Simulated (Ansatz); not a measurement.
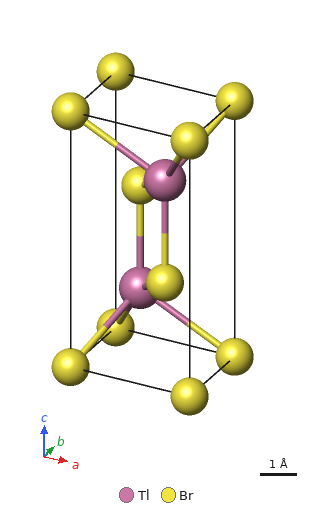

Starting structure of crystalline Tl2Br3 (built on the A-type sesquioxide_164 type) (coarse preliminary run). A ball-and-stick model of the cell of the calculation, seen slightly off an axis.

Case: A-type sesquioxide type (P-3m1, No. 164).

Level of theory: DFT r2SCAN, scalar-relativistic, plane waves, PAW in Ansatz.

Input file:
```yaml
crystal:
  lattice:
    - [4.7441384224, 0.0, 0.0]
    - [-2.3720692112, 4.1085443928, 0.0]
    - [0.0, 0.0, 7.3811087638]
  atoms:
    - { symbol: Tl, position: [0.3333333333, 0.6666666667, 0.245] }
    - { symbol: Tl, position: [0.6666666667, 0.3333333333, 0.755] }
    - { symbol: Br, position: [0.0, 0.0, 0.0] }
    - { symbol: Br, position: [0.3333333333, 0.6666666667, 0.645] }
    - { symbol: Br, position: [0.6666666667, 0.3333333333, 0.355] }
basis:
  ecutwfc: 500
kpoints:
  mp_grid: { grid: [6, 6, 4] }
hamiltonian:
  xc: r2scan
scf:
  occupations: { method: gaussian, width: 0.1 }
  lower_state_search: "off"
output:
  forces: true
  stress: true
  eigenvalues: true
relax:
  adjacent_minimum: "off"
  f_tol: 0.04
  max_steps: 70
  cell: { stress_tol: 0.4 }
```

Run as
```bash
ansatz run input.yaml --threads 1 --pin off --max-ram 2560MiB --backend cpu --events-out ev --progress --plain --runs-dir out
```

Q: What does the optimiser find from here?

A: The largest moves relative to the cell, 0.33 Å, are those of Tl1 and Tl2. Tl1 goes along −c. By element the largest moves are Tl 0.33 Å, Br 0.12 Å. The drawn cell changes as follows: a = b 4.744 → 4.939 Å (+4.1 %), c 7.381 → 8.263 Å (+11.9 %); the volume changes by +21.3 %. Some distances before and after: Tl1–Br4 2.952 → 3.753 Å, Tl1–Br5 2.857 → 3.064 Å, Tl1–Br3 3.282 → 3.317 Å. Bond angles that change, for instance: Tl1–Br5–Tl1 112.3° → 107.4°, Br5–Tl1–Br5 112.3° → 107.4°. The space group stays P-3m1 (No. 164). The energy falls by 159 meV per atom in 6 accepted moves (7 points after the start). Largest force component: 1.2 eV/Å at the start, 0.017 eV/Å at the end. The pressure goes from 7.72 to −0.20 GPa. The SCF was repeated once at an unchanged geometry on a basis and grid sized afresh for the cell, which shifted the energy by 0.7 meV per atom at most.

History of the run:

| step | E − E(0), meV/atom | largest force component, eV/Å | pressure, GPa | volume, Å³/atom | note |
| --- | --- | --- | --- | --- | --- |
| 0 | 0.00 | 1.2466 | 7.72 | 28.774 |  |
| 1 | -146.70 | 0.1975 | 1.35 | 32.335 |  |
| 2 | -153.94 | 0.0771 | 0.46 | 33.257 |  |
| 3 | -156.13 | 0.0233 | 0.24 | 33.603 |  |
| 4 | -156.81 | 0.0170 | 0.04 | 34.027 |  |
| 5 | -157.25 | 0.0135 | -0.09 | 34.408 |  |
| 6 | -157.91 | 0.0169 | -0.20 | 34.908 |  |
| 7 | -158.65 | 0.0169 | -0.20 | 34.908 | same geometry, new basis |

Final geometry:

```xyz
5
Lattice="4.9389 0.0000 0.0000 -2.4694 4.2772 0.0000 0.0000 0.0000 8.2626" Properties=species:S:1:pos:R:3 pbc="T T T"
Tl    0.0000    2.8515    1.6939
Tl    2.4694    1.4257    6.5687
Br    4.9389    0.0000    8.2626
Br    0.0000    2.8515    5.4466
Br    2.4694    1.4257    2.8160
```

The end point in the same view:

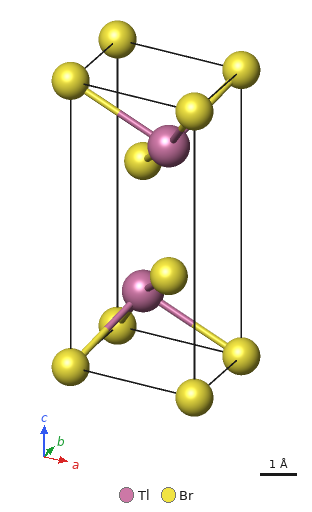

Limits of the set-up: an odd number of electrons was run without spin polarisation, which fails if the electron would localise.
